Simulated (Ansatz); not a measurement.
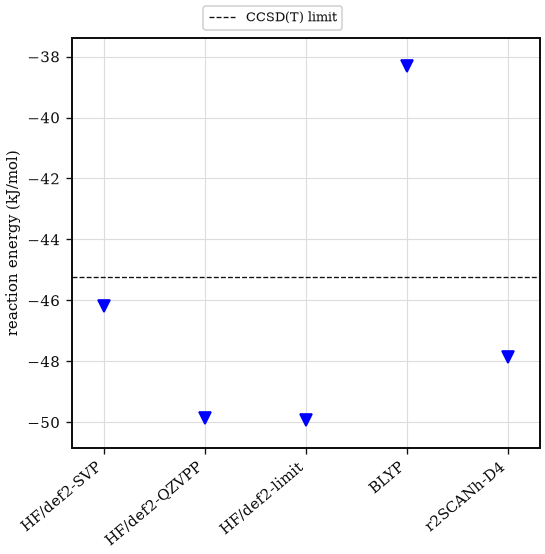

Electronic reaction energy of InSiNH₆ (N[SiH2][InH2]) + H₂Te ([TeH2]) → SiNH₅Te (N[SiH2][TeH]) + InH₃ ([InH3]) (SMILES in brackets) at several levels (functionals in def2-TZVPP unless a basis is named), isolated molecules at PBE0-D4 triple-zeta geometries, minima by their frequencies, no zero-point or thermal terms, the Ansatz code. The line is frozen-core CCSD(T) at the basis limit (MP2 extrapolated from triple and quadruple zeta, plus CCSD(T) less MP2 in a smaller set). No dispersion term is added to BLYP. The distance of HF/def2-SVP to the limit includes basis error. Core potentials past Kr.

**What range do the values span, the line included?**

From −49.9 kJ/mol (HF/def2-limit) to −38.3 kJ/mol (BLYP).

**What do zero-point energy and temperature add?**

Zero-point change 1.5 kJ/mol; at 298.15 K and 1 bar the CCSD(T) limit plus thermal terms gives an enthalpy of reaction of −45.2 and a free energy of −40.3 kJ/mol (harmonic PBE0-D4 modes, ideal gas).

Caveats: outer-core shells are correlated without core-valence functions, which makes the correlated values less sure; spin-orbit coupling is left out, and with In and Te it can shift these values.
